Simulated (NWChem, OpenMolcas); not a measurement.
## SnHClOF2 (SMILES [OH][Sn]([F])([F])[Cl]): the energy, rung by rung

SnHClOF2 has 6 atoms, charge 0, and is taken as a singlet. As SMILES, `[OH][Sn]([F])([F])[Cl]`. The coordinates come from a PBE0-D4/def2-TZVP relaxation. This is one conformer, not always the lowest.

```xyz
6

O    -0.4640    0.2839    1.4763
Sn    0.2524   -0.1757   -0.2475
F     1.9825   -0.8565    0.0567
F    -0.7433   -1.5871   -1.0197
Cl    0.3294    1.5406   -1.7444
H    -1.3150    0.7306    1.4325
```

Each level gives the energy change with the O1–H6 bond stretched from 0.962 to 1.732 Å (eV). The values are calculated.

```tsv
level	kind	program	value (eV)
BLYP/def2-SVP (core potential) (restricted)	GGA	OpenMolcas	3.43
PBE/def2-SVP (core potential) (restricted)	GGA	OpenMolcas	3.54
revPBE/def2-SVP (core potential) (restricted)	GGA	OpenMolcas	3.52
M06-L/def2-SVP (core potential) (restricted)	meta-GGA	OpenMolcas	3.87
B3LYP/def2-SVP (core potential) (restricted)	global hybrid	OpenMolcas	3.82
PBE0/def2-SVP (core potential) (restricted)	global hybrid	NWChem	4.00
B2PLYP/def2-SVP (core potential) (restricted)	double hybrid	OpenMolcas	3.84
MP2/def2-SVP (core potential) (restricted)	perturbation theory	NWChem	3.93
```

The first shape isn't each level's own minimum. The values span 3.43 to 4.00 eV. In the correlated wave-function rows the outer d shell of Sn is correlated, in sets not made for it.

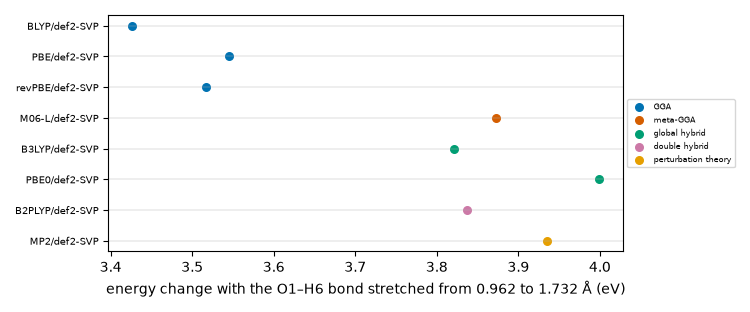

The values of the table, level by level.
